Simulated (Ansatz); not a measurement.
## Electronic structure of ClH$_{8}$NO$_{2}$Si$_{3}$···H$_{4}$OSi in real space

Input

```
crystal:
  periodic: [false, false, false]
  atoms:
    - {symbol: Si, position_ang: [0.905516, 0.364528, 1.341903]}
    - {symbol: O, position_ang: [0.635651, 0.276976, -2.010055]}
    - {symbol: Si, position_ang: [-0.942827, 0.566684, -2.345841]}
    - {symbol: O, position_ang: [-0.653718, 0.701408, 1.119303]}
    - {symbol: Si, position_ang: [-2.207064, 0.396080, 1.569836]}
    - {symbol: O, position_ang: [1.307644, -1.133723, 0.937243]}
    - {symbol: Si, position_ang: [1.212434, -2.383006, -0.134068]}
    - {symbol: Cl, position_ang: [1.336508, 0.582081, 3.330927]}
    - {symbol: H, position_ang: [1.054103, 0.800609, -1.299330]}
    - {symbol: N, position_ang: [1.766759, 1.456278, 0.335629]}
    - {symbol: H, position_ang: [-1.307081, 1.985434, -2.071010]}
    - {symbol: H, position_ang: [-1.164330, 0.264805, -3.781930]}
    - {symbol: H, position_ang: [-1.852057, -0.300191, -1.543262]}
    - {symbol: H, position_ang: [-2.527573, -1.031676, 1.326890]}
    - {symbol: H, position_ang: [-2.372455, 0.707854, 3.011291]}
    - {symbol: H, position_ang: [-3.087245, 1.267044, 0.757941]}
    - {symbol: H, position_ang: [1.467629, -3.623775, 0.638978]}
    - {symbol: H, position_ang: [2.250561, -2.226857, -1.178050]}
    - {symbol: H, position_ang: [-0.141459, -2.443398, -0.733430]}
    - {symbol: H, position_ang: [2.769020, 1.334752, 0.287513]}
    - {symbol: H, position_ang: [1.549988, 2.437990, 0.439625]}
basis:
  gaussian: {orbitals: def2-TZVPP}
hamiltonian: {xc: pbe0, dispersion: d4}
output: {orbitals: {seedname: orbitals}}
```

Command:

```sh
ansatz run in.yaml --threads 4 --pin off --events-out ev --progress --plain --max-ram 46080MiB --backend cuda --devices 0, --max-vram 37GiB
```

The product side of a reaction path; geometry: PBE0-D4/def2-TZVP.

All numbers below come from Ansatz, RKS PBE0-D4/def2-TZVPP.

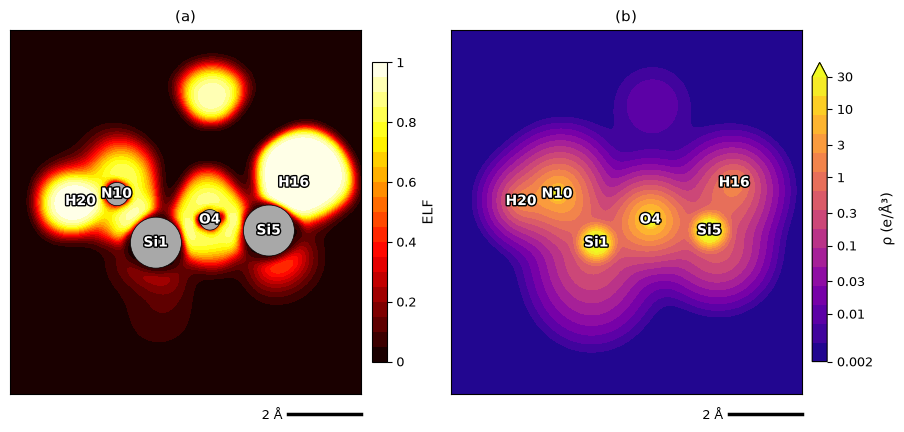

Figure 1. (a) electron localisation function; (b) electron density on the plane of atoms Si1, O4 and Si5. Grey discs cover the atomic cores in the ELF map.

Read the bonding off the picture.

The plane passes through Si, O, N and H nuclei.
Si–O (1.61 Å): the density is about 1.2 e/Å³ at the midpoint; the ELF peaks at about 0.85 between the atoms; a polar covalent bond.
Si–N (1.72 Å): the density is about 1.2 e/Å³ at the midpoint; the ELF peaks at about 0.90 between the atoms: a shared but strongly polarised pair.
Si–O (1.65 Å): the density is about 1.1 e/Å³ at the midpoint; the ELF peaks at about 0.85 between the atoms, as expected for a shared but strongly polarised pair.
N–H (1.01 Å): ρ at the midpoint is about 2.9 e/Å³; the ELF climbs to about 1 towards the hydrogen, as it does in any bond to H; an ordinary covalent bond to hydrogen.
The ELF also peaks beside O4, away from the bonds: lone-pair regions.

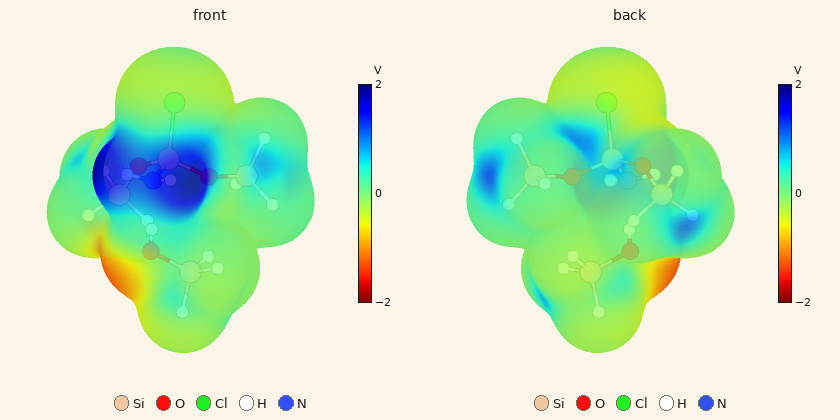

Figure 2. The electrostatic potential painted on the density surface at 0.001 e/bohr³, seen from the front and from behind; the colour scale runs from red (negative) to blue (positive).

Describe the electrostatic potential map.

The most negative region (about −1.2 V, or −28 kcal/mol for a unit charge) lies over O2, the most positive (about +1.8 V, or +42 kcal/mol for a unit charge) over H20 and H21. O2 is the likeliest acceptor of a hydrogen bond.

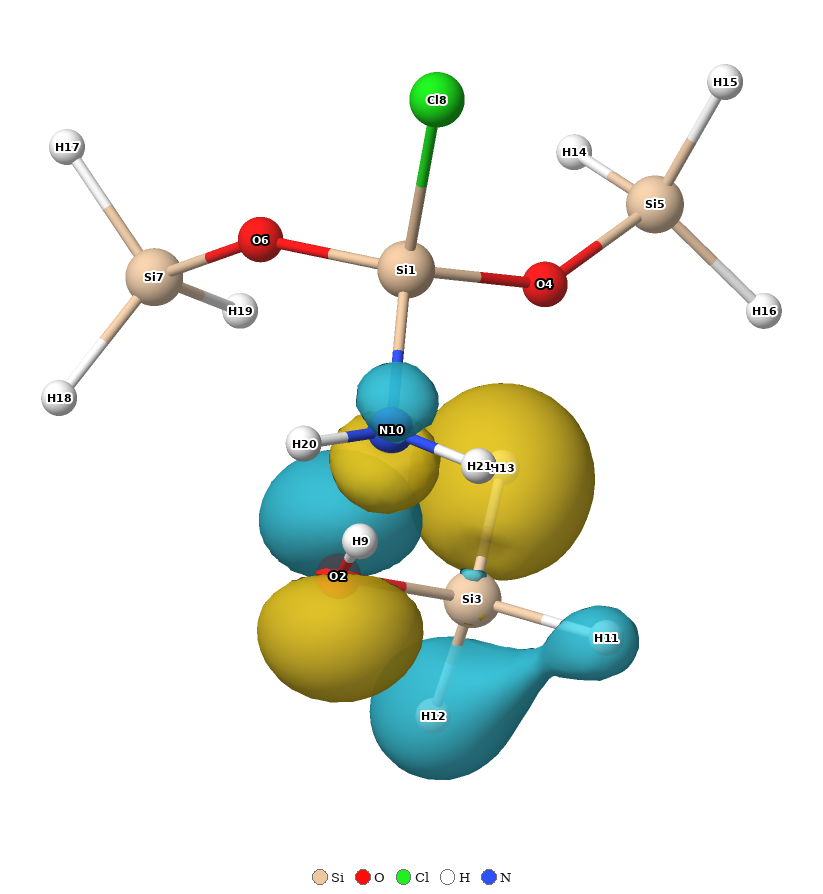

Figure 3. The HOMO at ±0.15 Å⁻³ᐟ² (yellow and cyan are the two phases), seen at a tilt.

Describe this orbital and give its energy.

Its weight (Hirshfeld) is mainly on O2 (about 40 %), Si3 (about 20 %), H13 (about 15 %), H12 (about 10 %) and N10 (about 5 %). Its energy is −8.40 eV.

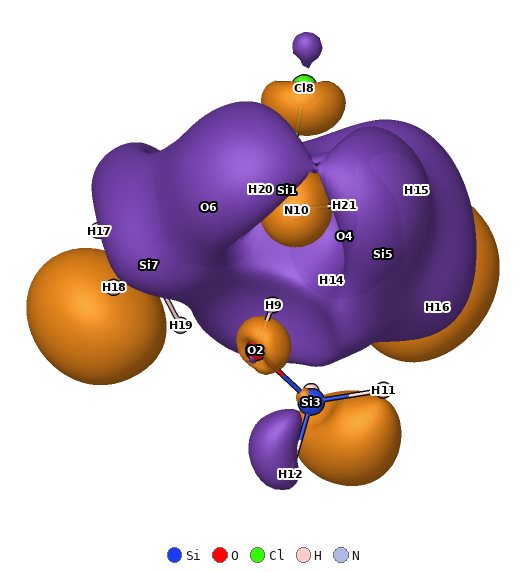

Figure 4. The LUMO at ±0.05 Å⁻³ᐟ² (orange and purple are the two phases), seen at a tilt.

What is the character of this orbital?

It lies mainly on Si5 (about 20 %), Si7 (about 15 %), Si1 (about 10 %) and Si3 (about 5 %). Its energy is −0.32 eV.
